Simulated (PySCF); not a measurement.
# Cl3H3HoN (Ho(Cl)3(NH3)): the cost of one run

Method: several levels, as the steps say, no spin–orbit coupling; program: PySCF 2.14.0.

### 1 The system as given

8 atoms, charge 0, spin multiplicity 1.

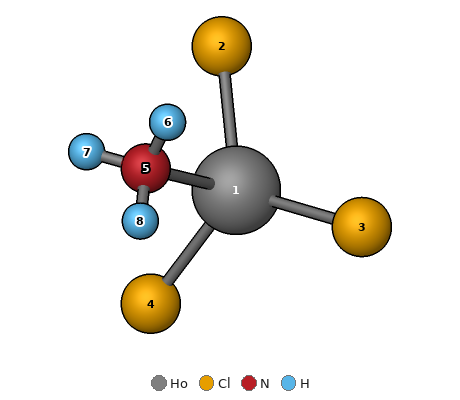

The structure; holmium grey, chlorine amber, nitrogen red, hydrogen blue; atoms are numbered from 1 in the order of the file.

Geometry (Å):

```
Ho    0.02413   -0.02413    0.02413
Cl    1.16424    1.85987    1.16424
Cl   -1.85987   -1.16424    1.16424
Cl    1.16424   -1.16424   -1.85987
N    -1.38376    1.38376   -1.38376
H    -1.99318    1.99318   -0.83336
H    -0.83336    1.99318   -1.99318
H    -1.99318    0.83336   -1.99318
```

Formal oxidation states: Ho +3. Each metal's 10 4f electrons lie in its core potential, so multiplicities, spins and levels count the valence alone. An earlier session relaxed this geometry at PBE0, Ho lcecp-1-SVP with ECP56, Cl def2-SVP, N def2-SVP, H def2-SVP (singlet, point group C3v).

At PBE0 on the finer grid: E = -1474.143012 Eh, HOMO -8.42 eV, LUMO -1.06 eV, Mulliken charge on Ho1 +0.80 e, largest force component 0.005 eV/Å. 

Levels to run: PBE; M06-L; PBE0, TZVP. Hardware: 2 threads of Arm Neoverse V1, shared host.

### 2 PBE

Input file run.py (the lines that set the calculation):

```python
mol = gto.M(atom='''
Ho     0.02413    -0.02413     0.02413
Cl     1.16424     1.85987     1.16424
Cl    -1.85987    -1.16424     1.16424
Cl     1.16424    -1.16424    -1.85987
N     -1.38376     1.38376    -1.38376
H     -1.99318     1.99318    -0.83336
H     -0.83336     1.99318    -1.99318
H     -1.99318     0.83336    -1.99318''',
    basis={'Ho': 'lcecp-1-SVP', 'Cl': 'def2-SVP', 'N': 'def2-SVP', 'H': 'def2-SVP'},
    ecp={'Ho': 'lcecp-1-SVP'},
    charge=0, spin=0)
mf = dft.RKS(mol, xc='PBE')
mf.grids.atom_grid = (75, 302)  # f atoms: unpruned, at least (60, 302)
mf = mf.density_fit()  # fitting sets: Ho AutoAux, Cl def2-universal-JKFIT, N def2-universal-JKFIT, H def2-universal-JKFIT
mf.conv_tol = 1e-08; mf.max_cycle = 55
mf.kernel(dm0)  # dm0: the density of the relaxed state
```

Launch:

```console
> OMP_NUM_THREADS=2 python run.py
```

**Question.** How long does this run take on 2 threads of Arm Neoverse V1, shared host?

About 7.7 s.
